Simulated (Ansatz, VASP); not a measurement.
## SiC in two plane-wave programs

Aim: how closely do two programs agree when they are given the same cell, functional and k mesh?

Main program and level: Ansatz 0.2.0; plane waves, with VASP 6.6.1 beside it; single point at PBE.

The database entry behind the starting cell differs from later determinations by our own check (0.1 to 0.3 % short, probably kX units), so it need not match the best structure at ambient conditions.

### Step 1. Set-up

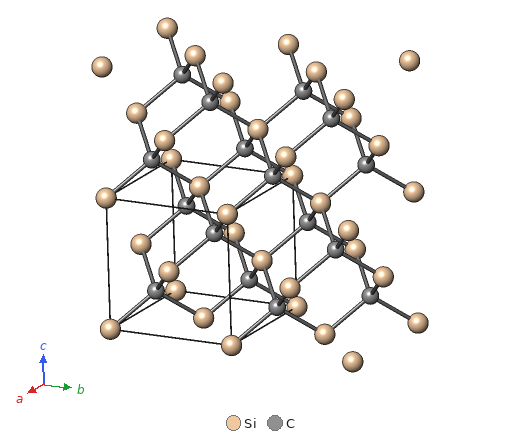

Start, viewed slightly off an axis; silicon light orange, carbon grey. 1×2×2 cells are drawn. This picture shows the conventional cell, with its axes. Bonds to atoms that aren't drawn are left out. Some periodic images of atoms are drawn too.

### Step 2. Ansatz: single point, PBE

Ansatz runs on its default PAW (the set named soft_2) files.

A single point gives forces, pressure and levels at one fixed geometry, so differences don't come from the geometry; what else differs is listed under the comparison.

Contents of input.yaml:

```yaml
crystal:
  lattice:
    - [0.0, 2.1896918298, 2.1896918298]
    - [2.1896918298, 0.0, 2.1896918298]
    - [2.1896918298, 2.1896918298, 0.0]
  atoms:
    - { symbol: Si, position: [0.0, 0.0, 0.0] }
    - { symbol: C, position: [0.25, 0.25, 0.25] }
hamiltonian:
  xc: pbe
  pseudopotentials: { kind: paw }
kpoints:
  mp_grid: { grid: [18, 18, 18] }
scf:
  occupations: { method: tetrahedron }
output:
  forces: true
  stress: true
```

The run is started by

```sh
$ ansatz run input.yaml --threads 2 --pin off --max-ram 4608MiB --backend cpu --events-out ev --progress --plain --runs-dir out
```

Numbers of over 12 decimals in the logs are rounded to 6 here.

What it wrote:

```text
Warning: output.forces, output.stress, relax.cell or npt_langevin: where a Kohn–Sham band that disperses or a degenerate level is filled in part under the method tetrahedron, the forces or the stress that this run publishes need not agree with its energy (scf.occupations.method in the input reference, under Limitations); prefer a smearing scheme for the forces or the stress
Engine: ansatz 0.2.0, aarch64-unknown-linux-gnu
Pseudopotentials: kind: paw
Pseudopotential: Si, paw, valence charge 4, recommended cutoff 420 eV (normal), Si.paw.azcp
Pseudopotential: C, paw, valence charge 4, recommended cutoff 420 eV (normal), C.paw.azcp
Functional definition: PBE
  parameter kappa = 0.804
  parameter beta = 0.066725
  exchange = pbe_x(kappa = kappa, mu = beta*pi^2/3)
  correlation = pbe_c(beta = beta)
Crystal: 2 atoms, lattice volume = 20.998 Å³
Basis set: ecut = 420 eV, 411 PW (Γ), exchange–correlation on 48×48×48 points (8 copies of the dense FFT grid, shifted against one another)
Bands: 8, of which v1, the nominal top of the filled ones, is band 4 counted from 1 (3 counted from 0)
Symmetry: 24 space group operations
Space group: F-43m (ITA 216), of the structure as read, at distance tolerance 2.8e-5 Å
k-points: 195 of 5832 (time reversal used)
Non-local potential: Si, projectors of the file, l = 0: 2, l = 1: 2, l = 2: 2
Non-local potential: C, projectors of the file, l = 0: 2, l = 1: 2, l = 2: 1
PAW form: soft (Blöchl's): semilocal exchange-correlation on the pseudo side does not see the compensation charge
PAW one-centre angular grid: Si, 110 points (default); XC on 64 Gauss nodes
PAW one-centre angular grid: C, 110 points (default); XC on 64 Gauss nodes
Initial density: superposition of atomic densities (neutral atoms: chi_scale 0, normalization atom), corrected by the library's trained network
Initial wavefunctions: pseudopotential atomic-orbital guess
Functional: x = pbe(κ = 0.804, μ = 0.219515), c = pbe(β = 0.066725)
SCF iter   1: F=—  HF=-887.160295 eV  |F-HF|=—  |Δ(HF+E_count)|=         —  Δρ=2.39e-3  dr2=1.28e-3  ethr=1.77e-3  ⟨swp⟩=6.1  Hψ=13479  notcnv=0
preconditioner: auto → none  [insulator: Δε(μ)=1.347 eV  Ē_g=13.905 eV  n_scr=0 (ndim 8)  ℏωp=22.9 eV  f_vac=0.000  ε∞_Penn≈3.7]
SCF iter   2: F=—  HF=-887.160227 eV  |F-HF|=—  |Δ(HF+E_count)|=   6.75e-5  Δρ=8.88e-4  dr2=1.09e-4  ethr=1.60e-5  ⟨swp⟩=2.7  Hψ=4443  notcnv=0
SCF iter   3: F=—  HF=-887.160231 eV  |F-HF|=—  |Δ(HF+E_count)|=   3.07e-6  Δρ=3.64e-4  dr2=7.29e-6  ethr=1.37e-6  ⟨swp⟩=2.5  Hψ=2974  notcnv=0
SCF iter   4: F=—  HF=-887.160259 eV  |F-HF|=—  |Δ(HF+E_count)|=   2.89e-5  Δρ=4.06e-5  dr2=2.93e-7  ethr=9.12e-8  ⟨swp⟩=2.2  Hψ=3149  notcnv=0
SCF iter   5: F=-887.160260 eV  HF=-887.160260 eV  |F-HF|=1.65e-9  |Δ(HF+E_count)|=   1.75e-7  Δρ=3.08e-6  dr2=1.03e-9  ethr=1.25e-9  ⟨swp⟩=4.1  Hψ=4694  notcnv=0
SCF 1 converged in 5 iterations: F = -887.160260 eV  dr2 = 1.03e-9
  greatest PAW one-centre occupation: 0.643 electrons in one spin orbital (limit 2), on the C atom at site 1 (counted from 0), in its partial waves of l = 0
SCF converged after 5 iterations
Stability not checked: this state was not tested for a lower state beside it, because cold or Methfessel-Paxton smearing, or corrected tetrahedra, fill the levels in a way that the test cannot read (fill_not_monotonic; see scf.lower_state_search)
Free energy (F): -887.160260 eV
Harris-Foulkes:  -887.160260 eV  (|F-HF|=1.65e-9)
Internal energy: -887.160260 eV  (E = F + TS)
E sigma→0 (E₀):  -887.160260 eV
Fermi energy:    9.295633 eV
--- Per-component energies (eV) ---
  E_band       = 27.526264
  E_kinetic    = 134.929906
  E_local      = -105.301437  (includes V_loc(G=0)·N_el)
  E_nonlocal   = 51.667071
  E_hartree    = 32.200902
  E_xc         = -105.241278
  E_vxc        = -109.028774  (∫ρ·V_xc dr)
  E_paw        = -612.022197  (= ΣΔE_a)
  E_vpaw       = -9.142146  (= ΣTr[D̂ρ^β])
  E_aug_tail   = 0.000011  (compensation charges beyond the density's cutoff)
  E_ewald      = -283.393238
  E_smearing   = -0.000000  (= −TS)
  E_closure    = -0.000000  (closes the sum)
  Σ components = -887.160260   (vs F -887.160260, Δ=0.00e0)
--- Forces (eV/Å), atoms counted from 1 ---
  atom   1  Si     0.00000000    -0.00000000     0.00000000
  atom   2  C     -0.00000000     0.00000000     0.00000000
  max |Σ_I F_I| component: 7.40e-17 eV/Å
--- Stress (GPa, compression-positive) ---
        0.050387       0.000000      -0.000000
        0.000000       0.050387       0.000000
       -0.000000       0.000000       0.050387
  P = ⅓ Tr σ = 0.0504 GPa (0.504 kbar)
--- Band table (eV; the first three rows and the last of 195) ---
  k-point 0: bands = ["-5.9933", "9.2956", "9.2956", "9.2956", "15.3382", "16.5042", "16.5042", "16.5042"]
  k-point 1: bands = ["-5.9336", "8.9551", "9.2524", "9.2524", "15.4918", "16.5405", "16.5853", "16.5853"]
  k-point 2: bands = ["-5.7551", "8.0848", "9.1338", "9.1338", "15.6292", "16.7921", "16.7921", "16.8517"]
  k-point 194: bands = ["-0.8276", "2.2578", "4.4354", "4.7022", "14.3059", "17.9127", "18.8110", "19.6893"]
```

The job ended after 1.8 s (2 threads of Arm Neoverse V1, shared host; peak memory 0.32 GiB).

The run ends at a pressure of 0.05 GPa.

### Step 3. VASP: single point, PBE

The same cell, functional, mesh and smearing now go to VASP, with its own data sets and cutoff.

Lines of VASP's logs that name or quote its potential files are left out, and so is its time.

Contents of INCAR:

```
SYSTEM = SiC
PREC = Accurate
ENCUT = 520
EDIFF = 1E-06
NELM = 100
ISMEAR = -5
SIGMA = 0.1
LREAL = .FALSE.
ALGO = Normal
GGA = PE
NBANDS = 16
LASPH = .TRUE.
LORBIT = 11
LWAVE = .FALSE.
LCHARG = .FALSE.
KPAR = 2
NEDOS = 2001
```

Contents of POSCAR:

```
SiC
1.0
    0.0000000000      2.1896918298      2.1896918298
    2.1896918298      0.0000000000      2.1896918298
    2.1896918298      2.1896918298      0.0000000000
Si C
1 1
Direct
    0.0000000000      0.0000000000      0.0000000000
    0.2500000000      0.2500000000      0.2500000000
```

Contents of KPOINTS:

```
Automatic mesh
0
Gamma
18 18 18
0 0 0
```

Potentials, in the order of the species: Si and C (PBE family, release 64).

The run is started by

```sh
$ mpirun -np 2 vasp_std
```

What it wrote:

```text
[banner, memory and clock lines left out]
running    2 mpi-ranks, on    1 nodes
 distrk:  each k-point on    1 cores,    2 groups
 distr:  one band on    1 cores,    1 groups

 POSCAR found type information on POSCAR SiC
 POSCAR found :  2 types and       2 ions
 LDA part: xc-table for (Slater+PW92), standard interpolation
 POSCAR, INCAR and KPOINTS ok, starting setup
 FFT: planning ... GRIDC
 FFT: planning ... GRID_SOFT
 FFT: planning ... GRID
 WAVECAR not read
 entering main loop
       N       E                     dE             d eps       ncg     rms          rms(c)
DAV:   1     0.360854408127E+01    0.36085E+01   -0.36761E+03  6472   0.419E+02
DAV:   2    -0.164116799668E+02   -0.20020E+02   -0.19287E+02  8392   0.942E+01
DAV:   3    -0.168742450223E+02   -0.46257E+00   -0.46208E+00  7328   0.107E+01
DAV:   4    -0.168752903758E+02   -0.10454E-02   -0.10453E-02  8416   0.667E-01
DAV:   5    -0.168752934266E+02   -0.30508E-05   -0.30508E-05  7312   0.325E-02    0.866E+00
DAV:   6    -0.151104738889E+02    0.17648E+01   -0.52692E+00  8048   0.777E+00    0.369E+00
DAV:   7    -0.150684578022E+02    0.42016E-01   -0.38251E-01  8440   0.269E+00    0.182E+00
DAV:   8    -0.150611298945E+02    0.73279E-02   -0.19583E-02  7496   0.696E-01    0.161E-01
DAV:   9    -0.150608697781E+02    0.26012E-03   -0.23454E-03  7864   0.192E-01    0.978E-02
DAV:  10    -0.150609789468E+02   -0.10917E-03   -0.21617E-04  7424   0.722E-02    0.293E-02
DAV:  11    -0.150609836985E+02   -0.47517E-05   -0.29380E-05  8600   0.228E-02    0.703E-03
DAV:  12    -0.150609841875E+02   -0.48900E-06   -0.25012E-06  7256   0.650E-03
   1 F= -.15060984E+02 E0= -.15060984E+02  d E =0.000000E+00
```

From OUTCAR (step 3):

```text
ion  position               nearest neighbor table
   1  0.000  0.000  0.000-   2 1.90   2 1.90   2 1.90   2 1.90
   2  0.250  0.250  0.250-   1 1.90   1 1.90   1 1.90   1 1.90

  LATTYP: Found a face centered cubic cell.
 ALAT       =     4.3793836596

 Subroutine GETGRP returns: Found 24 space group operations
 (whereof 24 operations were pure point group operations)

The static configuration has the point symmetry T_d .

 Found    195 irreducible k-points:

   k-points           NKPTS =    195   k-points in BZ     NKDIM =    195   number of bands    NBANDS=     16

   dimension x,y,z NGX =    24 NGY =   24 NGZ =   24
   dimension x,y,z NGXF=    48 NGYF=   48 NGZF=   48

   ENCUT  =  520.0 eV  38.22 Ry    6.18 a.u.   5.76  5.76  5.76*2*pi/ulx,y,z

   NELECT =       8.0000    total number of electrons

 k-points in reciprocal lattice and weights: Automatic mesh
   0.00000000  0.00000000  0.00000000       0.000
   0.05555556  0.00000000  0.00000000       0.001
   0.11111111  0.00000000  0.00000000       0.001
   0.16666667  0.00000000  0.00000000       0.001
   0.22222222  0.00000000  0.00000000       0.001
   0.27777778  0.00000000  0.00000000       0.001
   0.33333333  0.00000000  0.00000000       0.001
   0.38888889  0.00000000  0.00000000       0.001
   0.44444444  0.00000000  0.00000000       0.001
[...]
-0.27777778  0.44444444  0.22222222       0.004
  -0.27777778  0.50000000  0.22222222       0.002

 average (electrostatic) potential at core
       1 -80.5755       2 -44.9908

 E-fermi :   7.9467

 k-point     1 :       0.0000    0.0000    0.0000
  band No.  band energies     occupation
      1      -7.3456      2.00000
      2       7.9429      2.00000
      3       7.9429      2.00000
      4       7.9429      2.00000
      5      14.0048      0.00000
      6      15.1490      0.00000
      7      15.1490      0.00000
      8      15.1490      0.00000
      9      22.3640      0.00000
    ...

 k-point     2 :       0.0556    0.0000    0.0000
  band No.  band energies     occupation
      1      -7.2859      2.00000
      2       7.6026      2.00000
      3       7.8996      2.00000
      4       7.8996      2.00000
      5      14.1572      0.00000
      6      15.1863      0.00000
      7      15.2302      0.00000
      8      15.2302      0.00000
      9      21.9679      0.00000
    ...

 k-point     3 :       0.1111    0.0000    0.0000
  band No.  band energies     occupation
      1      -7.1074      2.00000
      2       6.7327      2.00000
      3       7.7810      2.00000
      4       7.7810      2.00000
      5      14.2889      0.00000
      6      15.4375      0.00000
      7      15.4375      0.00000
      8      15.5031      0.00000
      9      21.3045      0.00000
    ...

  Total        0.0000559      0.0000559      0.0000559      0.0000000     -0.0000000      0.0000000
  in kB        0.0042638      0.0042638      0.0042638      0.0000000     -0.0000000      0.0000000
  external PRESSURE =       0.0042638 kB  Pullay stress =       0.0000000 kB

  energy-cutoff  :      520.00
  volume of cell :       21.00
      direct lattice vectors                 reciprocal lattice vectors
     0.000000000  2.189691830  2.189691830    -0.228342634  0.228342634  0.228342634
     2.189691830  0.000000000  2.189691830     0.228342634 -0.228342634  0.228342634
     2.189691830  2.189691830  0.000000000     0.228342634  0.228342634 -0.228342634

 POSITION                                       TOTAL-FORCE (eV/Angst)
 -----------------------------------------------------------------------------------
      0.00000      0.00000      0.00000        -0.000000     -0.000000     -0.000000
      1.09485      1.09485      1.09485         0.000000      0.000000      0.000000
 -----------------------------------------------------------------------------------
    total drift:                                0.000000      0.000000      0.000000

  FREE ENERGIE OF THE ION-ELECTRON SYSTEM (eV)
  ---------------------------------------------------
  free  energy   TOTEN  =       -15.0609841875 eV

  energy  without entropy=      -15.0609841875  energy(sigma->0) =      -15.06098419

 total charge
# of ion       s       p       d       tot
------------------------------------------
    1        0.706   0.961   0.000   1.667
    2        0.836   1.695   0.000   2.531
--------------------------------------------------
tot          1.542   2.656   0.000   4.198

[... 3 further parts left out ...]
```

The run ends at a pressure of 0.00 GPa.

### Step 4. Comparison

Known differences besides the PAW data sets themselves: the cutoff is 420 eV in Ansatz and 520 eV in VASP. Total energies have different zeros and are not compared.

Both answers:

```
              quantity  Ansatz   VASP  difference
        pressure (GPa)    0.05   0.00       +0.05
gap on the k mesh (eV)   1.373  1.370      +0.002
```

Ansatz's pressure holds a Pulay correction of 0.29 GPa; VASP's holds none.

### Step 5. What came out

| Property | Result |
| --- | --- |
| difference in gap on the k mesh (single point, PBE) | 0.0025 eV |

In words: The difference in gap on the k mesh is 0.0025 eV (single point, PBE), within the 0.08 eV picked in this series as the mark of a large difference. Differences of this kind measure data sets and numerical settings, not the functional's error against experiment.

[Lines on the potential files, build, host, timing and source positions are cut from VASP's logs without a mark.]

[Logs are printed without paths, hosts, clocks, repeated set-up lines and the standing remarks that a program may print on its own settings, such as how far it seeks lower states.]

[Hosts, paths, dates, database ids (printed as entryN), source tags and the programs' standing remarks are cut or masked in the printed files.]
